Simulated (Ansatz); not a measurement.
Pressure series in HgTe

The reference is HgTe in the zinc blende structure (space group F-43m, No. 216; a = 6.651 Å).

Cell and atoms are relaxed at each pressure.

Computed with PBE, PAW, 420 eV (Ansatz, a program for electronic structure; scalar-relativistic without spin-orbit coupling), earlier PAW set.

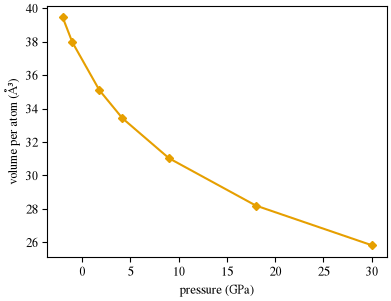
Figure. Volume against pressure

**Question.** Estimate the zero-pressure bulk modulus from the plot.

**Answer.** About 34 GPa; a third-order Birch–Murnaghan fit to the points gives V₀ = 36.78 Å³/atom, B₀ = 34 GPa and B₀′ = 5.1.

Measured bulk modulus of HgTe: 42.3 GPa (temperature not stated; as listed in Cormac Toher et al., Physical Review Materials (2017)); the computed value is for a static lattice, so the two differ by thermal effects too.

Load acts through the strain it causes; cell and atoms are relaxed under it. Stability against distortions was not tested. Tetrahedral semiconductors of this kind turn to denser phases somewhere between about 1 and 50 GPa; those were not computed, so compressed cells here can lie past the real transition. The final runs are not spin-polarised.
